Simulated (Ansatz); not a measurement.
## What Ta2NF2 monolayer distorts into

Wanted: the energy along a soft mode of Ta2NF2 monolayer and the structure at the end.

Main program and level: Ansatz 0.2.0; DFT PBE, scalar-relativistic, plane waves, PAW.

**1. Starting point**

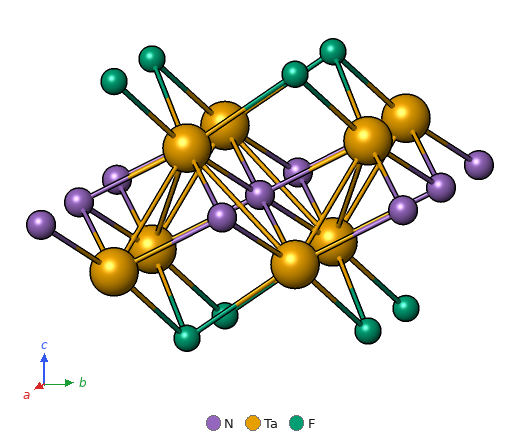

The starting structure, seen slightly off an axis (nitrogen purple, tantalum orange, fluorine teal). 2×2×1 cells are drawn. Some periodic images of atoms are drawn too.

The cell holds 5 atoms: 1 N, 2 Ta and 2 F. Its edges and angles: a = 3.303 Å, b = 3.303 Å, c = 33.200 Å, α = 90.0°, β = 90.0°, γ = 120.0°. Vacuum lies along c.

**2. Response at finite wavevector**

The cell comes from relaxations at this level that are not shown. Stability and thermal properties need the whole zone. Linear response on a 6×6×1 q mesh gives force constants as far as a supercell of that size would.

input.yaml

```yaml
crystal:
  lattice:
    - [3.302644516, 0.0, 0.0]
    - [-1.651322258, 2.8601740505, 0.0]
    - [0.0, 0.0, 33.2]
  atoms:
    - { symbol: "N", position: [0.0, 0.0, 0.3012048193] }
    - { symbol: Ta, position: [0.3333333333, 0.6666666667, 0.3310637257] }
    - { symbol: Ta, position: [0.6666666667, 0.3333333333, 0.2713459129] }
    - { symbol: F, position: [0.6666666667, 0.3333333333, 0.3712001814] }
    - { symbol: F, position: [0.3333333333, 0.6666666667, 0.2312094572] }
  periodic: [true, true, false]
kpoints:
  mp_grid: { grid: [12, 12, 1] }
hamiltonian:
  xc: pbe
scf:
  occupations: { method: methfessel_paxton, width: 0.15 }
output:
  eigenvalues: true
phonons:
  method: dfpt
  qmesh: [6, 6, 1]
  temperatures: { t_max: 1000, t_step: 50 }
  qpath:
    path:
      - [0.0, 0.0, 0.0]
      - [0.5, 0.0, 0.0]
      - [0.33333333, 0.33333333, 0.0]
      - [0.0, 0.0, 0.0]
    npoints: 10
```

Launch:

```console
> ansatz run input.yaml --threads 8 --pin off --max-ram 14336MiB --backend cpu --events-out ev --progress --plain --runs-dir out
```

Numbers of over 12 decimals in the logs are rounded to 6 here.

The program printed:

```text
Warning: crystal.symmetry: narrowed to the stabiliser of the run's FFT grids — unitary ops 12 → 6. A phonons.method: dfpt run fills in the rows of the dynamical matrix that it does not solve by its symmetry operations, which is exact only for operations that map its FFT grids onto themselves: filled in by any other, the frequencies could depend on the order in which like atoms are typed, or, by more than the grids' own error, on where the crystal sits among the grids' points. Excluded: 6 operations. The run can therefore solve more perturbations, solve them on more k-points, or both, and cost more. [rest of the remark cut]
Engine: ansatz 0.2.0, aarch64-unknown-linux-gnu
Pseudopotentials: kind: paw
Pseudopotential: N, paw, valence charge 5, recommended cutoff 420 eV (normal), N.paw.azcp
Pseudopotential: Ta, paw, valence charge 13, recommended cutoff 420 eV (normal), Ta.paw.azcp
Pseudopotential: F, paw, valence charge 7, recommended cutoff 420 eV (normal), F.paw.azcp
Functional definition: PBE
  parameter kappa = 0.804
  parameter beta = 0.066725
  exchange = pbe_x(kappa = kappa, mu = beta*pi^2/3)
  correlation = pbe_c(beta = beta)
Crystal: 5 atoms, lattice volume = 313.612 Å³
Basis set: ecut = 420 eV, 6243 PW (Γ), exchange–correlation on 48×48×450 points (8 copies of the dense FFT grid, shifted against one another)
Bands: 28, of which v1, the nominal top of the filled ones, is band 23 counted from 1 (22 counted from 0)
Symmetry: 12 space group operations
k-points: 19 of 144 (irreducible under 6 space group operations, time reversal used)
Non-local potential: N, projectors of the file, l = 0: 2, l = 1: 2, l = 2: 1
Non-local potential: Ta, projectors of the file, l = 0: 3, l = 1: 2, l = 2: 2, l = 3: 1
Non-local potential: F, projectors of the file, l = 0: 2, l = 1: 2, l = 2: 1
PAW form: soft (Blöchl's): semilocal exchange-correlation on the pseudo side does not see the compensation charge
PAW one-centre angular grid: N, 110 points (default); XC on 64 Gauss nodes
PAW one-centre angular grid: Ta, 590 points (default); XC on 64 Gauss nodes
PAW one-centre angular grid: F, 110 points (default); XC on 64 Gauss nodes
Initial density: superposition of atomic densities (neutral atoms: chi_scale 0, normalization atom), corrected by the library's trained network
Initial wavefunctions: pseudopotential atomic-orbital guess
Functional: x = pbe(κ = 0.804, μ = 0.219515), c = pbe(β = 0.066725)
SCF iter   1: F=—  HF=-21867.251198 eV  |F-HF|=—  |Δ(HF+E_count)|=         —  Δρ=4.42e-3  dr2=6.06e-2  ethr=1.77e-3  ⟨swp⟩=11.5  Hψ=3816  notcnv=0
preconditioner: auto → LDOS  [insulator: Δε(μ)=0.153 eV  Ē_g=9.116 eV  σ=0.150 eV  W_gap=0.68  n_scr=20 (ndim 8)  ℏωp=10.5 eV  f_vac=0.784  D(μ)=1.68/eV (n_scr^D=10)  ε∞_Penn≈2.3  β→1.0]
SCF iter   2: F=—  HF=-21867.245378 eV  |F-HF|=—  |Δ(HF+E_count)|=   5.82e-3  S|Δr|=    0.00e0  Δρ=1.86e-3  dr2=8.93e-3  ethr=1.35e-4  ⟨swp⟩=3.4  Hψ=1451  notcnv=0  defer=12
SCF iter   3: F=—  HF=-21867.243610 eV  |F-HF|=—  |Δ(HF+E_count)|=   1.77e-3  S|Δr|=    0.00e0  Δρ=7.52e-4  dr2=1.44e-3  ethr=1.98e-5  ⟨swp⟩=3.7  Hψ=1318  notcnv=0  defer=12
SCF iter   4: F=—  HF=-21867.243280 eV  |F-HF|=—  |Δ(HF+E_count)|=   3.30e-4  S|Δr|=    0.00e0  Δρ=1.28e-4  dr2=4.97e-5  ethr=3.20e-6  ⟨swp⟩=3.1  Hψ=1079  notcnv=0  defer=12
SCF iter   5: F=—  HF=-21867.243298 eV  |F-HF|=—  |Δ(HF+E_count)|=   1.85e-5  S|Δr|=    0.00e0  Δρ=4.13e-5  dr2=4.12e-6  ethr=1.11e-7  ⟨swp⟩=3.6  Hψ=1220  notcnv=0  defer=12
SCF iter   6: F=—  HF=-21867.243128 eV  |F-HF|=—  |Δ(HF+E_count)|=   1.71e-4  S|Δr|=    0.00e0  Δρ=9.40e-6  dr2=1.90e-7  ethr=9.17e-9  ⟨swp⟩=3.2  Hψ=1133  notcnv=0  defer=7
SCF iter   7: F=—  HF=-21867.243128 eV  |F-HF|=—  |Δ(HF+E_count)|=   7.50e-7  S|Δr|=    0.00e0  Δρ=1.78e-6  dr2=6.20e-9  ethr=4.21e-10  ⟨swp⟩=4.1  Hψ=1326  notcnv=0  defer=7
SCF iter   8: F=—  HF=-21867.243129 eV  |F-HF|=—  |Δ(HF+E_count)|=   4.50e-8  S|Δr|=    0.00e0  Δρ=3.12e-7  dr2=1.38e-10  ethr=1.38e-11  ⟨swp⟩=3.5  Hψ=1219  notcnv=0  defer=7
SCF iter   9: F=—  HF=-21867.243129 eV  |F-HF|=—  |Δ(HF+E_count)|=   5.95e-9  S|Δr|=    0.00e0  Δρ=7.03e-8  dr2=1.10e-11  ethr=1.00e-12  ⟨swp⟩=22.0  Hψ=5294  notcnv=0
SCF iter  10: F=-21867.243129 eV  HF=-21867.243129 eV  |F-HF|=6.18e-11  |Δ(HF+E_count)|=  1.64e-10  S|Δr|=    0.00e0  Δρ=1.50e-8  dr2=5.35e-13  ethr=1.00e-12  ⟨swp⟩=9.6  Hψ=3353  notcnv=0
SCF 1 converged in 10 iterations: F = -21867.243129 eV  dr2 = 5.35e-13
  greatest PAW one-centre occupation: 0.999 electrons in one spin orbital (limit 2), on the Ta atom at site 2 (counted from 0), in its partial waves of l = 0
phonons: the bands overlap, so this run is a metal and interpolates without the dipole-dipole term. If the crystal is really an insulator or semiconductor, its LO-TO splitting is missing
NSCF: frozen V_eff on 19 k-points
WARN: eigensolver did not converge (k=1): 1 band(s) unlocked after 2 eigensolves, warm-restarted (20 sweeps on the last) at ethr=1.69e-12 eV (storage-precision floor; scheduled 1.00e-12 eV) (lowest unlocked band 27, counted from 0; max residual 3.05e-5 eV among the unlocked bands, 3.05e-5 eV over every band; other slots of this pass that fall short are told together in one closing line; warning suppressed until the next SCF loop or pass starts)
WARN: eigensolver did not converge in 3 slots of this pass, the one above among them; of largest residual over every band (k=3): 1 band(s) unlocked (lowest unlocked band 27, counted from 0; max residual 2.87e-4 eV among the unlocked bands, 2.87e-4 eV over every band); of lowest unlocked band (k=1): band 27
NSCF: frozen V_eff on 43 k-points
DFPT response loops at q = (0, 0, 0) (fractional): preconditioner auto → none (partly filled bands, converged f_vac=0.785); β = 0.50; Broyden in place of MSR1
NSCF: frozen V_eff on 156 k-points
DFPT response loops at q = (0, 0.166667, 0) (fractional): mixed as the last ones told, above
NSCF: frozen V_eff on 156 k-points
DFPT response loops at q = (0, 0.333333, 0) (fractional): mixed as the last ones told, above
NSCF: frozen V_eff on 86 k-points
DFPT response loops at q = (0, -0.5, 0) (fractional): mixed as the last ones told, above
NSCF: frozen V_eff on 288 k-points
DFPT response loops at q = (0.166667, 0.166667, 0) (fractional): mixed as the last ones told, above
NSCF: frozen V_eff on 288 k-points
DFPT response loops at q = (0.166667, 0.333333, 0) (fractional): mixed as the last ones told, above
NSCF: frozen V_eff on 156 k-points
DFPT response loops at q = (0.333333, 0.333333, 0) (fractional): mixed as the last ones told, above
SCF converged after 10 iterations
Stability not checked: this state was not tested for a lower state beside it, because cold or Methfessel-Paxton smearing, or corrected tetrahedra, fill the levels in a way that the test cannot read (fill_not_monotonic; see scf.lower_state_search)
Free energy (F): -21867.243129 eV
Harris-Foulkes:  -21867.243129 eV  (|F-HF|=6.18e-11)
Internal energy: -21867.244980 eV  (E = F + TS)
E sigma→0 (E₀):  -21867.243592 eV
Entropy (-TS):   0.001852 eV (0.370 meV/atom)
Fermi energy:    -3.644236 eV
--- Per-component energies (eV) ---
  E_band       = -1159.140271
  E_kinetic    = 1281.769754
  E_local      = -128525.088289  (includes V_loc(G=0)·N_el)
  E_nonlocal   = 222.715473
  E_hartree    = 63464.756659
  E_xc         = -657.317925
  E_vxc        = -690.043774  (∫ρ·V_xc dr)
  E_paw        = -17322.198514  (= ΣΔE_a)
  E_vpaw       = -378.011224  (= ΣTr[D̂ρ^β])
  E_aug_tail   = 0.004594  (compensation charges beyond the density's cutoff)
  E_ewald      = 59668.113267
  E_smearing   = 0.001852  (= −TS)
  E_closure    = 0.000000  (closes the sum)
  Σ components = -21867.243129   (vs F -21867.243129, Δ=0.00e0)
--- Band table (eV; the first three rows and the last of 19) ---
  k-point 0: bands = [... 19 lower, -9.9908, -6.0481, -6.0481, -4.3233, -3.7453, -2.4446, -1.9990, -1.9990, ... 1 higher]
  k-point 1: bands = [... 19 lower, -9.9624, -6.2098, -5.9122, -4.1401, -3.4234, -2.6569, -2.4450, -2.0153, ... 1 higher]
  k-point 2: bands = [... 19 lower, -9.9438, -6.5332, -5.5308, -3.9745, -2.9553, -2.7573, -2.4908, -1.9766, ... 1 higher]
  k-point 18: bands = [... 19 lower, -10.1103, -5.2577, -5.2577, -5.1734, -1.5991, -1.5991, -1.2743, -0.4684, ... 1 higher]
--- Phonons (Γ-DFPT): 10 representative perturbations + reference (Σ response iterations 52) ---
  ASR residual: 1.558e-5 → 0.000e0 eV/Å²; symmetrization residual: 4.651e-6 eV/Å²
  The last average, over the group as it would stand without the narrowing to the FFT grids, took up to 1.894e-6 eV/Å² of the zone centre's force constants
  ASR residual per site (eV/Å²): 1.56e-5 1.05e-5 9.99e-6 7.74e-6 1.01e-5
  Γ frequencies (cm⁻¹): 0.00 0.00 0.00 107.82 107.82 179.16 179.16 193.19 193.19 229.62 343.35 360.80 425.74 608.66 608.66
--- Phonons (arbitrary-q DFPT): 7 irreducible q on the 6×6×1 mesh ---
  q = [0.0000, 0.0000, 0.0000] (star 1, of the zone-centre solve; hermiticity 3.37e-7, symmetrization 2.31e-14, taken by the last average 6.85e-8): -0.00 0.00 0.00 107.82 107.82 179.16 179.16 193.19 193.19 229.62 343.35 360.80 425.74 608.66 608.66
  q = [0.0000, 0.1667, 0.0000] (star 6, 15 solved perturbations on 78 of 144 k-point pairs; hermiticity 2.18e-7, symmetrization 4.07e-11, taken by the last average 2.19e-7): -65.41 -21.55 34.29 91.60 96.97 179.71 182.97 192.35 192.83 211.73 330.94 334.21 400.00 594.86 604.45
  q = [0.0000, 0.3333, 0.0000] (star 6, 15 solved perturbations on 78 of 144 k-point pairs; hermiticity 4.93e-7, symmetrization 7.83e-11, taken by the last average 2.27e-7): -73.44 -17.09 96.33 102.88 118.34 166.40 179.91 190.33 193.94 201.17 308.49 325.66 398.89 602.01 611.61
  q = [0.0000, -0.5000, 0.0000] (star 3, 15 solved perturbations on 43 of 144 k-point pairs; hermiticity 2.25e-6, symmetrization 1.08e-6, taken by the last average 1.80e-7): -124.07 -33.56 100.21 123.90 135.89 162.33 173.78 181.81 187.80 193.10 296.60 319.18 401.85 585.25 602.01
  q = [0.1667, 0.1667, 0.0000] (star 6, 10 solved perturbations in 1110 linear systems a pass and spin channel, the states on 144 of 144 k-point pairs; hermiticity 5.50e-7, symmetrization 1.08e-10, taken by the last average 4.14e-7): -74.58 -38.25 78.74 89.81 119.02 170.90 182.77 183.08 193.26 203.35 313.45 327.40 389.75 604.52 605.43
  q = [0.1667, 0.3333, 0.0000] (star 12, 15 solved perturbations on 144 of 144 k-point pairs: no pair is spared here; hermiticity 1.99e-7, symmetrization 0.00e0, taken by the last average 2.74e-7): -100.93 -84.30 63.44 119.99 144.36 167.49 173.72 176.77 184.02 193.95 302.14 317.35 396.44 593.03 605.21
  q = [0.3333, 0.3333, 0.0000] (star 2, 10 solved perturbations in 545 linear systems a pass and spin channel, the states on 78 of 144 k-point pairs; hermiticity 4.09e-7, symmetrization 3.92e-7, taken by the last average 9.88e-8): -103.07 -82.21 -82.21 140.94 140.94 160.35 168.07 180.90 180.90 186.40 310.34 310.34 394.04 604.40 604.40
  sum rule: each row above includes the acoustic sum rule's correction from the zone centre's row sums; it moved no ω² by more than (0.55 cm⁻¹)²
  mesh force constants: q→R imaginary residual 2.90e-18; ASR residual 1.558e-5 → 0.000e0 eV/Å²; symmetrization residual 7.105e-15 eV/Å²
  interpolated dispersion: 31 rows × 15 modes
  density of states and harmonic sums: on the 24×24×1 q-mesh, interpolated from the force constants of a 6×6×1 supercell (no non-analytic term)
  largest difference from the sums on the solved wave vectors: F 3.41e-2 eV, S 4.00e-5 and C_V 6.26e-6 eV/K
  zero-point energy: 0.214083 eV/cell   skipped modes (ω ≤ 0): 124, of them read as no rigid motion or as one in doubt: 121 (2.010e0 modes/cell left out, lowest -124.07 cm⁻¹)   left out of the sums: 1.34e-1 of the cell's modes: C_V's classical limit lies that fraction below 3 k_B per atom; for a crystal, a wire or a layer, F and S can be off by more, and a phonons.interpolated_qmesh denser along its periods is the remedy for the sampling
```

Wall time 15 min (8 threads of Arm Neoverse V2, shared host); peak memory 3 GiB; 1.8 h of CPU time.

The column dr2 measures how far the density is from self-consistency, as an energy; F and HF (Harris–Foulkes) agree once it is small.

Numbers from this step:

| Property | Result |
| --- | --- |
| gap on the k-mesh | 0 eV |
| sum-rule residual before enforcement | 1.56e-5 eV/Å² |
| lowest frequency on the path | -124.1 cm⁻¹ |
| point group | -3m |
| highest frequency on the path or at a solved wavevector | 611.7 cm⁻¹ |
| area per atom | 1.889 Å² |
| highest optical mode at the zone centre (no LO-TO term) | 608.7 cm⁻¹ |
| lowest optical zone-centre mode | 107.8 cm⁻¹ |
| lowest mode on the q mesh (acoustic modes at Γ apart) | -124.1 cm⁻¹ |

Frequencies (cm⁻¹) solved at each irreducible wavevector; negative means imaginary. Frequencies by wavevector, by row:

```tsv
q in reciprocal lattice units	star	mode 1	mode 2	mode 3	mode 4	mode 13	mode 14	mode 15
0 0 0	1	0	0	0	107.8	425.7	608.7	608.7
0 0.1667 0	6	-65.4	-21.6	34.3	91.6	400	594.9	604.5
0 0.3333 0	6	-73.4	-17.1	96.3	102.9	398.9	602	611.6
0 -0.5 0	3	-124.1	-33.6	100.2	123.9	401.9	585.2	602
0.1667 0.1667 0	6	-74.6	-38.2	78.7	89.8	389.8	604.5	605.4
0.1667 0.3333 0	12	-100.9	-84.3	63.4	120	396.4	593	605.2
0.3333 0.3333 0	2	-103.1	-82.2	-82.2	140.9	394	604.4	604.4
```

Interpolated from a 6×6×1 q mesh. Phonon branches along the path, in cm⁻¹:

```tsv
point	branch 1	branch 2	branch 3	branch 4	branch 12	branch 13	branch 14	branch 15
Γ	0	0	0	108	361	426	609	609
M	-124	-34	100	124	319	402	585	602
K	-103	-82	-82	141	310	394	604	604
Γ	0	0	0	108	361	426	609	609
```

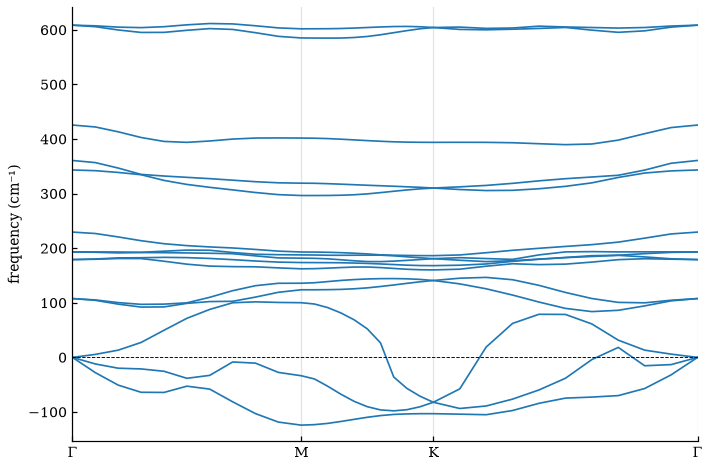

Phonon branches along the path.

Symmetry leaves 7 wavevectors to solve. The lowest mode among them, the acoustic zeros apart, lies at q = (0, -0.5, 0) and is imaginary, 124.1i cm⁻¹, so the energy falls along it.

**3. The mode frozen in, largest atomic shift 0 Å**

The mode followed lies at q = (0.333, 0.333, 0) with frequency 103.1i cm⁻¹, one of the unstable modes though not the softest. At small amplitude the distorted cell has space group no. 147 by a symmetry search on the positions. The undistorted cell that holds it gives the zero of energy on the same k mesh.

System of this step: Ta2NF2 monolayer. The cell holds 15 atoms: 3 N, 6 Ta and 6 F. Cell: a = 5.720 Å, b = 5.720 Å, c = 33.200 Å, α = 90.0°, β = 90.0°, γ = 60.0°. It derives from Ta2NF2. Vacuum lies along c.

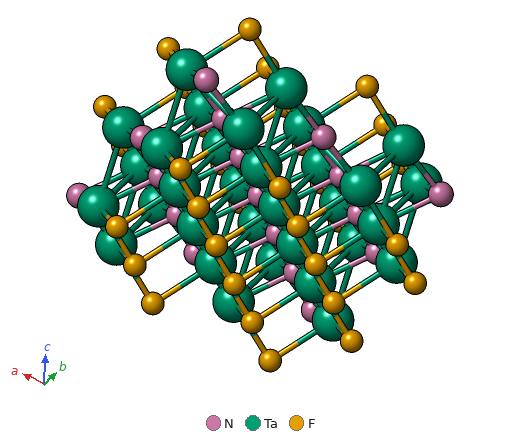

The cell of this step (nitrogen pink, tantalum teal, fluorine orange). 2×2×1 cells are drawn. Some periodic images of atoms are drawn too.

input.yaml

```yaml
crystal:
  lattice:
    - [0.0, -5.720348101, 0.0]
    - [-4.953966774, -2.8601740506, 0.0]
    - [0.0, 0.0, -33.2]
  atoms:
    - { symbol: "N", position: [0.6666666667, 0.6666666667, 0.6987951807] }
    - { symbol: "N", position: [0.3333333333, 0.3333333333, 0.6987951807] }
    - { symbol: "N", position: [1.0, 1.0, 0.6987951807] }
    - { symbol: Ta, position: [0.3333333333, 0.6666666667, 0.6689362743] }
    - { symbol: Ta, position: [1.0, 0.3333333333, 0.6689362743] }
    - { symbol: Ta, position: [0.6666666667, 0.0, 0.6689362743] }
    - { symbol: Ta, position: [0.6666666667, 0.3333333333, 0.7286540871] }
    - { symbol: Ta, position: [0.3333333333, 0.0, 0.7286540871] }
    - { symbol: Ta, position: [1.0, 0.6666666667, 0.7286540871] }
    - { symbol: F, position: [0.6666666667, 0.3333333333, 0.6287998186] }
    - { symbol: F, position: [0.3333333333, 0.0, 0.6287998186] }
    - { symbol: F, position: [1.0, 0.6666666667, 0.6287998186] }
    - { symbol: F, position: [0.3333333333, 0.6666666667, 0.7687905428] }
    - { symbol: F, position: [1.0, 0.3333333333, 0.7687905428] }
    - { symbol: F, position: [0.6666666667, 0.0, 0.7687905428] }
  periodic: [true, true, false]
kpoints:
  mp_grid: { grid: [9, 9, 1] }
hamiltonian:
  xc: pbe
scf:
  occupations: { method: methfessel_paxton, width: 0.15 }
output:
  forces: true
  stress: true
  eigenvalues: true
```

The program printed:

```text
[...]
Crystal: 15 atoms, lattice volume = 940.835 Å³
Basis set: ecut = 420 eV, 18519 PW (Γ), exchange–correlation on 80×80×450 points (8 copies of the dense FFT grid, shifted against one another)
Bands: 83, of which v1, the nominal top of the filled ones, is band 68 counted from 1 (67 counted from 0)
Symmetry: 36 space group operations
[...]
k-points: 12 of 81
[...]
k-point 1: bands = [... 64 lower, -5.4380, -4.8776, -4.7343, -4.4405, -4.2128, -3.5511, -2.5901, -2.3372, ... 11 higher]
  k-point 2: bands = [... 64 lower, -5.5786, -4.4721, -4.1896, -3.9733, -3.6944, -3.1301, -2.7769, -2.6347, ... 11 higher]
  k-point 11: bands = [... 64 lower, -4.3151, -4.3151, -4.0536, -4.0536, -4.0536, -2.5896, -2.5896, -2.5896, ... 11 higher]
  ° read free of the cell's end (the report's vacuum.weakly_bound_levels)
[key lines of the parts left out:]
SCF converged after 7 iterations
Free energy (F): -65601.708356 eV
Fermi energy:    -3.629795 eV
P = ½ c Tr σ = 0.1639 N/m
```

Run time: 7.9 s. Hardware: 8 threads; peak memory 3.4 GiB; 56 s of CPU time.

This run has no spin polarisation although its electron count is odd.

Numbers from this step:

- energy from the undistorted cell: 0 meV/atom

**4. The mode frozen in, largest atomic shift 0.22 Å**

The atoms are moved along the unstable eigenvector, the largest shift by 0.22 Å, with the cell fixed.

input.yaml

```yaml
crystal:
  lattice:
    - [0.0, -5.720348101, 0.0]
    - [-4.953966774, -2.8601740506, 0.0]
    - [0.0, 0.0, -33.2]
  atoms:
    - { symbol: "N", position: [0.6666673157, 0.6666660176, 0.7054213662] }
    - { symbol: "N", position: [0.3333333333, 0.3333333333, 0.6987950205] }
    - { symbol: "N", position: [0.9999993509, 1.0000006491, 0.6921686747] }
    - { symbol: Ta, position: [0.3453321547, 0.6606676355, 0.6689362741] }
    - { symbol: Ta, position: [0.9940011865, 0.3453321547, 0.6689362745] }
    - { symbol: Ta, position: [0.6606670941, -0.0060000079, 0.6689362743] }
    - { symbol: Ta, position: [0.6726656978, 0.321334512, 0.7286540869] }
    - { symbol: Ta, position: [0.321334512, 0.0059994664, 0.7286540873] }
    - { symbol: Ta, position: [1.005999355, 0.6726668922, 0.7286540871] }
    - { symbol: F, position: [0.6730397772, 0.3205877844, 0.6287999517] }
    - { symbol: F, position: [0.3205877844, 0.0063735729, 0.6287996855] }
    - { symbol: F, position: [1.006371976, 0.6730395674, 0.6287998186] }
    - { symbol: F, position: [0.3460788822, 0.6602935561, 0.7687906759] }
    - { symbol: F, position: [0.9936271206, 0.3460788822, 0.7687904097] }
    - { symbol: F, position: [0.6602944595, -0.0063726695, 0.7687905428] }
  periodic: [true, true, false]
kpoints:
  mp_grid: { grid: [9, 9, 1] }
hamiltonian:
  xc: pbe
scf:
  occupations: { method: methfessel_paxton, width: 0.15 }
output:
  forces: true
  stress: true
  eigenvalues: true
```

The program printed:

```text
[...]
k-point 1: bands = [... 64 lower, -5.5457, -4.9985, -4.8498, -4.5637, -4.2349, -3.6347, -2.9902, -2.3845, ... 11 higher]
  k-point 2: bands = [... 64 lower, -5.6706, -4.5975, -4.3246, -4.0089, -3.8238, -3.2006, -3.1178, -2.6768, ... 11 higher]
  k-point 14: bands = [... 64 lower, -4.4789, -4.4789, -4.1579, -4.1579, -3.9428, -2.6738, -2.6738, -2.6399, ... 11 higher]
  ° read free of the cell's end (the report's vacuum.weakly_bound_levels)
[key lines of the parts left out:]
SCF converged after 7 iterations
Free energy (F): -65601.766349 eV
Fermi energy:    -3.769467 eV
P = ½ c Tr σ = -1.1332 N/m
```

Elapsed: 11 s, on 8 threads; peak memory 3.5 GiB.

This step gave:

* energy from the undistorted cell: -4.164 meV/atom

The energy, extrapolated to zero smearing, is -4.16 meV/atom against the undistorted cell.

(Continued in part 2 of 3.)

[Logs are printed without paths, hosts, clocks, repeated set-up lines and the standing remarks that a program may print on its own settings, such as how far it seeks lower states.]

[Hosts, paths, dates, database ids (printed as entryN), source tags and the programs' standing remarks are cut or masked in the printed files.]
